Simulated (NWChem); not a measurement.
**M06-2X/def2-SVP (core potential) run of WOF4 (SMILES O=[W](F)(F)(F)F)**

What is the vertical singlet–triplet gap of WOF4 at M06-2X/def2-SVP (core potential)? 

The results are computed with NWChem 7.3.0.

7 further runs of the same task are left out: 5 that didn't finish, 2 set aside as unsound or not needed.

## (1) The system as given

WOF4: 6 atoms, total charge 0, spin state singlet. SMILES: `O=[W](F)(F)(F)F`. Geometry: relaxed at PBE0-D4/def2-TZVP.

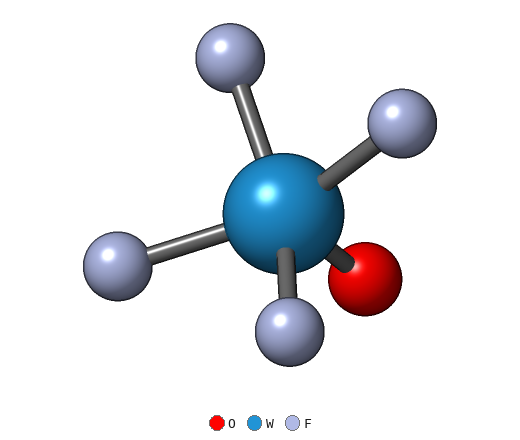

The structure, seen from a chosen angle (oxygen red, tungsten blue, fluorine light blue).

## (2) Energy and forces at M06-2X/def2-SVP (core potential)

Input file run.py:

```python
from ase import Atoms
from ase.calculators.nwchem import NWChem

atoms = Atoms(['O', 'W', 'F', 'F', 'F', 'F'], positions=[
    [-1.628740, -0.246930, -0.471180],
    [-0.040770, -0.006180, -0.011790],
    [-0.123740, 1.167320, 1.412930],
    [0.534690, 1.440420, -1.006790],
    [0.958650, -1.040750, -1.171390],
    [0.299900, -1.313890, 1.248240],
])

calc = NWChem(
    label='f4ow',
    theory='dft',
    memory='2200 mb',
    basis='def2-SVP',
    basispar='spherical bse',
    dft={'xc': 'm06-2x', 'mult': '1', 'grid': 'fine', 'convergence': 'energy 1e-08', 'iterations': '100', 'mulliken': None},
    **{'ecp bse': {'W library': 'def2-SVP'}},
)
atoms.calc = calc

forces = atoms.get_forces()
e = atoms.get_potential_energy()
print(f"E = {e:.6f} eV")
print("forces (eV/A):")
for s, f in zip(atoms.symbols, forces):
    print(f"{s:2s} {f[0]:10.5f} {f[1]:10.5f} {f[2]:10.5f}")
print("dipole (e A):", atoms.get_dipole_moment().round(4))
```

Launch:

```console
$ export ASE_NWCHEM_COMMAND="nwchem PREFIX.nwi > PREFIX.nwo"
$ python run.py
```

What it wrote:

```text
E = -14728.465214 eV
forces (eV/A):
O     0.66134    0.10027    0.19134
W    -0.91197   -0.13853   -0.26400
F     0.01316    0.11107    0.13591
F     0.07364    0.13514   -0.08541
F     0.11195   -0.09194   -0.09950
F     0.05183   -0.11606    0.12166
dipole (e A): [0.0531 0.0081 0.0154]
```

The calculator wrote f4ow.nwi:

```
title "f4ow"

permanent_dir f4ow

scratch_dir f4ow

start f4ow

geometry units angstrom nocenter noautosym noautoz
  O  -1.6287400000000001e+00 -2.4693000000000001e-01 -4.7117999999999999e-01
  W  -4.0770000000000001e-02 -6.1799999999999997e-03 -1.1790000000000000e-02
  F  -1.2374000000000000e-01 1.1673199999999999e+00 1.4129300000000000e+00
  F  5.3469000000000000e-01 1.4404200000000000e+00 -1.0067900000000001e+00
  F  9.5865000000000000e-01 -1.0407500000000001e+00 -1.1713899999999999e+00
  F  2.9990000000000000e-01 -1.3138900000000000e+00 1.2482400000000000e+00
end

memory 2200 mb

basis spherical bse noprint
   * library def2-SVP
end

dft
  xc m06-2x
  mult 1
  grid fine
  convergence energy 1e-08
  iterations 100
  mulliken
end
ecp bse
  W library def2-SVP
end

task dft gradient
```

f4ow.nwo, cut to the lines that bear on the results:

```text
[...]
      One electron energy =    -1422.008244187609
[... 1 line left out ...]
    Exchange-Corr. energy =      -57.683446715131
[... 6 lines left out ...]
                       DFT Final Molecular Orbital Analysis
[... 780 lines left out ...]
          Convergence on density requested:  1.00D-05
[...]
  wavefunction    = closed shell
                         DFT ENERGY GRADIENTS
    atom               coordinates                        gradient
                 x          y          z           x          y          z
   1 O      -3.077872  -0.466630  -0.890401   -0.012861  -0.001950  -0.003721
   2 W      -0.077044  -0.011679  -0.022280    0.017735   0.002694   0.005134
   3 F      -0.233835   2.205915   2.670051   -0.000256  -0.002160  -0.002643
   4 F       1.010418   2.721999  -1.902557   -0.001432  -0.002628   0.001661
   5 F       1.811586  -1.966732  -2.213606   -0.002177   0.001788   0.001935
   6 F       0.566729  -2.482892   2.358832   -0.001008   0.002257  -0.002366
[...]
```

Run time: 72 s. Hardware: 1 thread of Intel Xeon Platinum 8259CL at 2.50GHz (Skylake/Cascade Lake), shared host; peak memory 0.14 GiB.

## (3) The triplet: the energy at UM06-2X/def2-SVP (core potential)

Input file f4ow.nw:

```
echo
start f4ow
title "F4OW"
memory stack 880 mb heap 220 mb global 1100 mb

geometry units bohr noautosym nocenter noautoz
  O  -3.07787253 -0.46663007 -0.89040116
  W  -0.07704413 -0.01167851 -0.02227987
  F  -0.23383471  2.20591510  2.67005073
  F   1.01041766  2.72199930 -1.90255737
  F   1.81158595 -1.96673246 -2.21360629
  F   0.56672886 -2.48289226  2.35883174
end

basis "ao basis" spherical bse
  * library def2-SVP
end

ecp bse
  W library def2-SVP
end

dft
  xc m06-2x
  mult 3
  grid fine
  convergence energy 1e-08
  iterations 100
  mulliken
  noprint "final vectors analysis"
end

task dft energy
```

Launch:

```console
$ nwchem f4ow.nw > f4ow.out
```

What it wrote:

```text
[...]
          Wavefunction type:  spin polarized.
          No. of atoms     :     6
          No. of electrons :    58
[...]
          Charge           :     0
          Spin multiplicity:     3
[...]
          AO basis - number of functions:   102
[...]
              XC Information
              --------------
                       M06-2X Method XC Functional
                     Hartree-Fock (Exact) Exchange  0.540
                        M06-2X Exchange Functional  1.000
                      M06-2X Correlation Potential  1.000
[...]
 d= 0,ls=0.0,diis     1   -540.7010037740 -8.67D+02  1.43D-02  7.37D-01     7.6
[...]
 d= 0,ls=0.0,diis    13   -541.0404147517 -8.89D-09  5.76D-07  2.06D-09    78.3
[...]
         Total DFT energy =     -541.040414751667
      One electron energy =    -1422.663642782588
           Coulomb energy =      613.063556126760
    Exchange-Corr. energy =      -57.784367070138
 Nuclear repulsion energy =      326.344038974300
[...]
      Total Density - Mulliken Population Analysis
     ---------------------------------------------
    Atom       Charge   Shell Charges
 -----------   ------   -------------------------------------------------------
    1 O    8     8.14   1.99  1.13  0.72  2.75  1.54  0.01
    2 W   14    12.43   0.04 -0.36  1.87  0.51  0.20 -0.00  5.63  0.56  0.16  3.12  0.39  0.32
    3 F    9     9.36   1.99  1.12  0.83  3.33  2.08  0.01
    4 F    9     9.36   1.99  1.12  0.83  3.33  2.08  0.01
    5 F    9     9.36   1.99  1.12  0.83  3.33  2.08  0.01
    6 F    9     9.36   1.99  1.12  0.83  3.33  2.08  0.01
[...]
      <S2> =      2.0069 (Exact =     2.0000)
[...]
```

Wall time 79 s (1 thread of Intel Xeon Platinum 8259CL at 2.50GHz (Skylake/Cascade Lake), shared host); peak memory 0.12 GiB.

## (4) Summary of results

Level: M06-2X/def2-SVP (core potential).

| quantity | value |
| --- | --- |
| singlet: total energy | -541.26112 Eh |
| singlet: dipole moment | 0.27 D |
| singlet: HOMO energy | -13.47 eV |
| singlet: LUMO energy | -3.13 eV |
| singlet: HOMO–LUMO gap | 10.34 eV |
| singlet: largest force on an atom | 0.959 eV/Å |
| triplet: total energy | -541.04041 Eh |
| triplet: dipole moment | 2.29 D |
| triplet: ⟨S²⟩ | 2.007 |
| vertical energy of the triplet above the singlet | 6.006 eV |

In words: At this shape the triplet lies 6.01 eV (138 kcal/mol) above the singlet. The largest force (singlet) is 0.96 eV/Å: the shape isn't a stationary point for this species at this level. Mulliken charges (singlet) run from -0.35 on F3 to +1.68 on W2. Mulliken charges (triplet) run from -0.36 on F3 to +1.57 on W2; they depend strongly on the basis.
